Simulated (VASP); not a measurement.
# SnAs: structure and properties in VASP, part 3 of 7

How well does r2SCAN + rVV10 reproduce what experiment finds for SnAs? The cell is relaxed first, and properties follow on it. Left out of this account: 1 further run (core levels: core levels are not valid at this level). The start is a cell from a database of measured crystal structures.

VASP 6.6.1, plane waves and PAW; the level of theory is named at each step.

Still holding for the runs below: This run has no spin polarisation. Its electron count is odd, so without a moment it is a metal by construction. The k-mesh is coarse for a metal.

So far. Step 3 (Relaxing cell and atoms (r2SCAN + rVV10)): It ends with forces that vanish by symmetry and a pressure of 0.01 GPa. The volume lies +2.1 % from that of the database's start. The relaxed cell has a = 5.721 Å (conventional setting).

The database entry behind the starting cell differs from later determinations by our own check (an axis about 0.7 % short against later determinations), so it need not match the best structure at ambient conditions.

**4. Second relaxation**

Level of this step: r2SCAN with rVV10; plane waves and PAW (Sn_d, As) (VASP).

A relaxation keeps the plane waves of the cell it began with, so it is repeated from the new cell, on a basis made for it.

File INCAR:

```
SYSTEM = SnAs
PREC = Accurate
ENCUT = 400
EDIFF = 1E-06
NELM = 100
ISMEAR = 0
SIGMA = 0.05
LREAL = .FALSE.
ALGO = Normal
METAGGA = R2SCAN
LUSE_VDW = .TRUE.
IVDW_NL = 2
BPARAM = 11.95
CPARAM = 0.0093
LASPH = .TRUE.
NBANDS = 15
LORBIT = 11
LWAVE = .FALSE.
LCHARG = .FALSE.
KPAR = 2
IBRION = 2
NSW = 60
ISIF = 3
EDIFFG = -0.01
```

File POSCAR:

```
SnAs
1.0
    0.0000000000      2.8606905512      2.8606905512
    2.8606905512      0.0000000000      2.8606905512
    2.8606905512      2.8606905512      0.0000000000
Sn As
1 1
Direct
    0.0000000000      0.0000000000      0.0000000000
    0.5000000000      0.5000000000      0.5000000000
```

File KPOINTS:

```
Automatic mesh
0
Gamma
6 6 6
0 0 0
```

PAW data sets: Sn_d and As (PBE family, release 64).

Started as:

```bash
$ mpirun -np 2 vasp_std
```

Log:

```text
[... set-up lines as in an earlier step ...]
 entering main loop
       N       E                     dE             d eps       ncg     rms          rms(c)
Total rVV10 correction in eV:      0.4321812    21.5668747
Total rVV10 correction in eV:      0.4321812    21.5668747
DAV:   1     0.745233662665E+02    0.74523E+02   -0.82619E+03   494   0.137E+03
DAV:   2    -0.334609300218E+02   -0.10798E+03   -0.10546E+03   515   0.334E+02
DAV:   3    -0.417907055897E+02   -0.83298E+01   -0.82950E+01   620   0.844E+01
DAV:   4    -0.419808781726E+02   -0.19017E+00   -0.19015E+00   551   0.140E+01
DAV:   5    -0.419870738812E+02   -0.61957E-02   -0.61957E-02   683   0.224E+00    0.359E+00
Total rVV10 correction in eV:      0.4335207    21.5668756
Total rVV10 correction in eV:      0.4335207    21.5668756
DAV:   6    -0.390664900267E+02    0.29206E+01   -0.81240E-01   613   0.150E+01    0.209E+00
Total rVV10 correction in eV:      0.4369091    21.5668756
Total rVV10 correction in eV:      0.4369091    21.5668756
DAV:   7    -0.390646904436E+02    0.17996E-02   -0.78467E-02   515   0.178E+00    0.932E-01
Total rVV10 correction in eV:      0.4382636    21.5668756
Total rVV10 correction in eV:      0.4382636    21.5668756
DAV:   8    -0.390675204565E+02   -0.28300E-02   -0.52644E-03   578   0.737E-01    0.277E-01
Total rVV10 correction in eV:      0.4388267    21.5668756
Total rVV10 correction in eV:      0.4388267    21.5668756
DAV:   9    -0.390679027111E+02   -0.38225E-03   -0.61467E-04   543   0.214E-01    0.533E-02
Total rVV10 correction in eV:      0.4388425    21.5668756
Total rVV10 correction in eV:      0.4388425    21.5668756
DAV:  10    -0.390679116609E+02   -0.89498E-05   -0.10534E-04   634   0.123E-01    0.272E-02
Total rVV10 correction in eV:      0.4389006    21.5668756
Total rVV10 correction in eV:      0.4389006    21.5668756
DAV:  11    -0.390679157698E+02   -0.41089E-05   -0.99477E-06   613   0.374E-02    0.459E-03
Total rVV10 correction in eV:      0.4389205    21.5668756
Total rVV10 correction in eV:      0.4389205    21.5668756
DAV:  12    -0.390679164626E+02   -0.69277E-06   -0.18949E-06   387   0.232E-02
Total rVV10 correction in eV:      0.4389242    21.5668756
Total rVV10 correction in eV:      0.4389242    21.5668756
Total rVV10 correction in eV:      0.4389261    21.5668756
Total rVV10 correction in eV:      0.4389261    21.5668756
   1 F= -.39067916E+02 E0= -.39067314E+02  d E =-.390679E+02
 curvature:   0.00 expect dE= 0.000E+00 dE for cont linesearch  0.000E+00
 trial: gam= 0.00000 g(F)=  0.162E-60 g(S)=  0.128E-04 ort = 0.000E+00 (trialstep = 0.100E+01)
 search vector abs. value=  0.128E-04
 reached required accuracy - stopping structural energy minimisation
```

It took 48 s on 2 MPI ranks of AMD EPYC 7R43, shared host; peak memory 0.44 GiB; 93 s of CPU time.

Parts of OUTCAR (step 4):

```text
  LATTYP: Found a face centered cubic cell.
 ALAT       =     5.7213811024

The static configuration has the point symmetry O_h .

 Found     16 irreducible k-points:

   ENCUT  =  400.0 eV  29.40 Ry    5.42 a.u.   6.60  6.60  6.60*2*pi/ulx,y,z

   NELECT =      19.0000    total number of electrons

 E-fermi :   6.6999

 k-point     1 :       0.0000    0.0000    0.0000
  band No.  band energies     occupation
    ...
      6      -6.8402      2.00000
      7       4.5364      2.00000
      8       5.6963      2.00000
      9       5.6963      2.00000
     10       5.6963      2.00000
     11      12.7924      0.00000
     12      12.7925      0.00000
     13      12.7925      0.00000
     14      13.3561      0.00000
     15      13.3561      0.00000

 k-point     2 :       0.1667    0.0000    0.0000
  band No.  band energies     occupation
    ...
      5     -15.2682      2.00000
      6      -6.4949      2.00000
      7       2.2593      2.00000
      8       5.7483      2.00000
      9       5.7483      2.00000
     10       7.3050      0.00000
     11      11.1519      0.00000
     12      11.1520      0.00000
     13      11.4181      0.00000
     14      13.5357      0.00000
    ...

  Total        0.0132758      0.0132758      0.0132758     -0.0000000      0.0000000     -0.0000000
  in kB        0.4542850      0.4542850      0.4542850     -0.0000000      0.0000000     -0.0000000
  external PRESSURE =       0.4542850 kB  Pullay stress =       0.0000000 kB

  energy-cutoff  :      400.00
  volume of cell :       46.82
      direct lattice vectors                 reciprocal lattice vectors
     0.000000000  2.860690551  2.860690551    -0.174782973  0.174782973  0.174782973
     2.860690551  0.000000000  2.860690551     0.174782973 -0.174782973  0.174782973
     2.860690551  2.860690551  0.000000000     0.174782973  0.174782973 -0.174782973

 POSITION                                       TOTAL-FORCE (eV/Angst)
 -----------------------------------------------------------------------------------
      0.00000      0.00000      0.00000         0.000000     -0.000000      0.000000
      2.86069      2.86069      2.86069        -0.000000      0.000000     -0.000000
 -----------------------------------------------------------------------------------
    total drift:                               -0.000000      0.000000      0.000000

  FREE ENERGIE OF THE ION-ELECTRON SYSTEM (eV)
  ---------------------------------------------------
  free  energy   TOTEN  =       -39.0679164626 eV

  energy  without entropy=      -39.0667119234  energy(sigma->0) =      -39.06731419

 total charge
# of ion       s       p       d       tot
------------------------------------------
    1        1.196   0.973  10.016  12.185
    2        1.251   1.491   0.036   2.778
--------------------------------------------------
tot          2.447   2.464  10.052  14.963

[... 5 parts as in an earlier step ...]

[... 6 further parts left out ...]
```

CONTCAR:

```
SnAs
   1.00000000000000
     0.0000000000000000    2.8606905511999998    2.8606905511999998
     2.8606905511999998    0.0000000000000000    2.8606905511999998
     2.8606905511999998    2.8606905511999998    0.0000000000000000
  Sn              As
     1     1
Direct
     0.0000000000000000    0.0000000000000000    0.0000000000000000
     0.5000000000000000    0.5000000000000000    0.5000000000000000
```

Little changed from the start: no atom moved by 0.005 Å and no cell edge by 0.1 %.

Numbers from this step:

```
Fermi energy                    : 6.700 eV
pressure                        : 0.04543 GPa
SCF cycles over all ionic steps : 12
```

It ends with forces that vanish by symmetry and a pressure of 0.05 GPa. The volume moved by under 0.01 %: the run met its threshold at the first step.

**5. Single point with fields (r2SCAN + rVV10)**

The relaxed cell gets a fresh self-consistent run, on a basis set for its own volume, to fix the density and to check the remaining stress.

Edit INCAR of step 4 so:

```diff
@@ -18,7 +18,5 @@
 LWAVE = .FALSE.
-LCHARG = .FALSE.
-KPAR = 2
-IBRION = 2
-NSW = 60
-ISIF = 3
-EDIFFG = -0.01
+LCHARG = .TRUE.
+ISIF = 2
+LELF = .TRUE.
+LVHAR = .TRUE.
```

POSCAR is that of step 4.

KPOINTS is that of step 4.

Started as:

```bash
$ mpirun -np 2 vasp_std
```

Log:

```text
[banner, memory and clock lines left out]
running    2 mpi-ranks, on    1 nodes
 distrk:  each k-point on    2 cores,    1 groups
 distr:  one band on    1 cores,    2 groups

 POSCAR found type information on POSCAR SnAs
 POSCAR found :  2 types and       2 ions
 [... a notice as in an earlier step ...]

 [... a notice as in an earlier step ...]

 LDA part: xc-table for (None), standard interpolation
|                                                                             |
|           W    W    AA    RRRRR   N    N  II  N    N   GGGG   !!!           |
|           W    W   A  A   R    R  NN   N  II  NN   N  G    G  !!!           |
|           W    W  A    A  R    R  N N  N  II  N N  N  G       !!!           |
|           W WW W  AAAAAA  RRRRR   N  N N  II  N  N N  G  GGG   !            |
|           WW  WW  A    A  R   R   N   NN  II  N   NN  G    G                |
|           W    W  A    A  R    R  N    N  II  N    N   GGGG   !!!           |
|                                                                             |
|     The number of bands has been changed from the values supplied in        |
|     The orbitals not found in the WAVECAR file will be initialized with     |
|     random numbers, which is usually adequate. For correlated               |
|     calculations, however, you should redo the groundstate calculation.     |
|     I found NBANDS = 15. Now, NBANDS = 16.                                  |
|                                                                             |

 POSCAR, INCAR and KPOINTS ok, starting setup
 FFT: planning ... GRIDC
 FFT: planning ... GRID_SOFT
 FFT: planning ... GRID
 WAVECAR not read
 entering main loop
       N       E                     dE             d eps       ncg     rms          rms(c)
Total rVV10 correction in eV:      0.4321812    21.5668747
DAV:   1     0.760570616886E+02    0.76057E+02   -0.82119E+03   520   0.133E+03
DAV:   2    -0.339109669126E+02   -0.10997E+03   -0.10696E+03   560   0.316E+02
DAV:   3    -0.418125655749E+02   -0.79016E+01   -0.78658E+01   616   0.789E+01
DAV:   4    -0.419814141550E+02   -0.16885E+00   -0.16883E+00   616   0.128E+01
DAV:   5    -0.419871060439E+02   -0.56919E-02   -0.56918E-02   704   0.217E+00    0.359E+00
Total rVV10 correction in eV:      0.4335211    21.5668756
DAV:   6    -0.390664318237E+02    0.29207E+01   -0.78742E-01   656   0.141E+01    0.210E+00
Total rVV10 correction in eV:      0.4369069    21.5668756
DAV:   7    -0.390647268206E+02    0.17050E-02   -0.78403E-02   600   0.167E+00    0.930E-01
Total rVV10 correction in eV:      0.4382625    21.5668756
DAV:   8    -0.390675115921E+02   -0.27848E-02   -0.51091E-03   640   0.694E-01    0.278E-01
Total rVV10 correction in eV:      0.4388315    21.5668756
DAV:   9    -0.390679030824E+02   -0.39149E-03   -0.60405E-04   600   0.203E-01    0.537E-02
Total rVV10 correction in eV:      0.4388425    21.5668756
DAV:  10    -0.390679114090E+02   -0.83265E-05   -0.10040E-04   672   0.115E-01    0.272E-02
Total rVV10 correction in eV:      0.4388984    21.5668756
DAV:  11    -0.390679157194E+02   -0.43104E-05   -0.97220E-06   688   0.348E-02    0.478E-03
Total rVV10 correction in eV:      0.4389204    21.5668756
DAV:  12    -0.390679164650E+02   -0.74562E-06   -0.18968E-06   472   0.215E-02
Total rVV10 correction in eV:      0.4389240    21.5668756
Total rVV10 correction in eV:      0.4389258    21.5668756
   1 F= -.39067916E+02 E0= -.39067314E+02  d E =-.120454E-02
```

Run time: 39 s. Hardware: 2 MPI ranks; peak memory 0.33 GiB.

OUTCAR, selected parts (step 5):

```text
The static configuration has the point symmetry O_h .

 Found     16 irreducible k-points:

   k-points           NKPTS =     16   k-points in BZ     NKDIM =     16   number of bands    NBANDS=     16

   NELECT =      19.0000    total number of electrons

 E-fermi :   6.6999

 k-point     1 :       0.0000    0.0000    0.0000
  band No.  band energies     occupation
    ...
      6      -6.8402      2.00000
      7       4.5364      2.00000
      8       5.6963      2.00000
      9       5.6963      2.00000
     10       5.6963      2.00000
     11      12.7924      0.00000
     12      12.7925      0.00000
     13      12.7925      0.00000
     14      13.3561      0.00000
     15      13.3561      0.00000
    ...

 k-point     6 :       0.3333    0.1667    0.0000
  band No.  band energies     occupation
    ...
      6      -5.6160      2.00000
      7       0.5544      2.00000
      8       4.6729      2.00000
      9       4.8836      2.00000
     10       6.4385      2.00000
     11      10.5279      0.00000
     12      11.8088      0.00000
     13      11.8585      0.00000
     14      12.8259      0.00000
     15      16.9384      0.00000
    ...

  Total        0.0131905      0.0131905      0.0131905     -0.0000000      0.0000000     -0.0000000
  in kB        0.4513665      0.4513665      0.4513665     -0.0000000      0.0000000     -0.0000000
  external PRESSURE =       0.4513665 kB  Pullay stress =       0.0000000 kB

 POSITION                                       TOTAL-FORCE (eV/Angst)
 -----------------------------------------------------------------------------------
      0.00000      0.00000      0.00000        -0.000000      0.000000     -0.000000
      2.86069      2.86069      2.86069         0.000000     -0.000000      0.000000
 -----------------------------------------------------------------------------------
    total drift:                               -0.000000      0.000000      0.000000

  FREE ENERGIE OF THE ION-ELECTRON SYSTEM (eV)
  ---------------------------------------------------
  free  energy   TOTEN  =       -39.0679164650 eV

  energy  without entropy=      -39.0667119258  energy(sigma->0) =      -39.06731420

[... 12 parts as in an earlier step ...]

[... 1 further part left out ...]
```

Numbers from this step:

* SCF cycles: 12
* bands: 16
* pressure: 0.04514 GPa

Valence electrons inside each PAW sphere by angular momentum. Sphere charges, by row:

| atom | s (e) | p (e) | d (e) | tot (e) |
| --- | --- | --- | --- | --- |
| Sn1 | 1.196 | 0.973 | 10.02 | 12.19 |
| As2 | 1.251 | 1.491 | 0.036 | 2.778 |

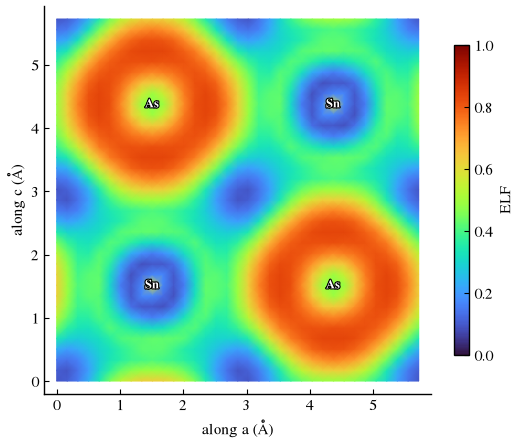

ELF in the ac plane of the conventional cell at fractional y = 0.000, with atoms of Sn and As within 0.2 Å of it. It is the smooth field of the valence electrons, not physical close to the nuclei. The map starts off the cell's origin, so that atoms lie inside it.

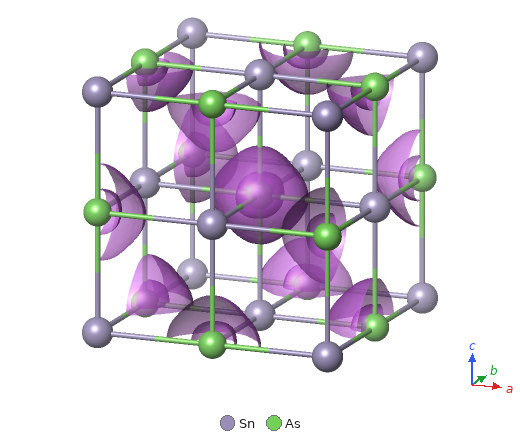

Surface of ELF = 0.76.

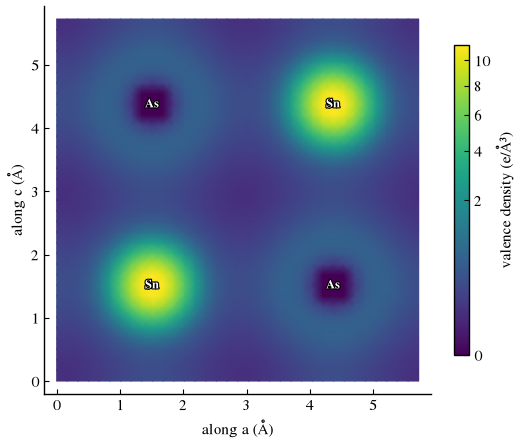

Valence density in the ac plane of the conventional cell at fractional y = 0.000, with atoms of Sn and As within 0.2 Å of it. It is the smooth field of the valence electrons, not physical close to the nuclei. The map starts off the cell's origin, so that atoms lie inside it. The colour scale is stretched toward low values.

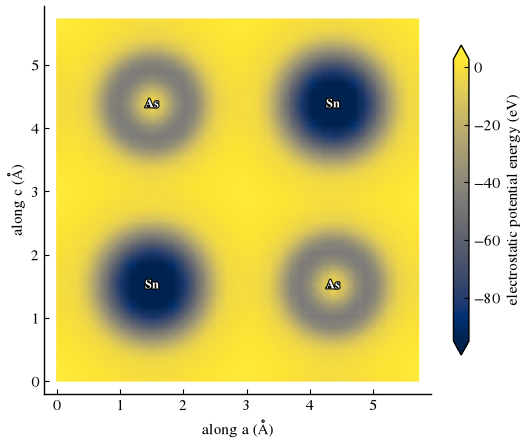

Electrostatic potential energy in the ac plane of the conventional cell at fractional y = 0.000, with atoms of Sn and As within 0.2 Å of it. With pseudopotentials it is smooth inside the atoms' cores, unlike the true potential. The map starts off the cell's origin, so that atoms lie inside it.

In this run the pressure is 0.05 GPa, small enough to go on.

[end of part 3 of 7]

[Lines on the potential files, build, host, timing and source positions are cut from VASP's logs without a mark.]

[Logs are printed without paths, hosts, clocks, repeated set-up lines and the standing remarks that a program may print on its own settings, such as how far it seeks lower states.]

[Hosts, paths, dates, database ids (printed as entryN), source tags and the programs' standing remarks are cut or masked in the printed files.]

[A measured line is paired with the nearest computed mode of its activity, which favours agreement.]
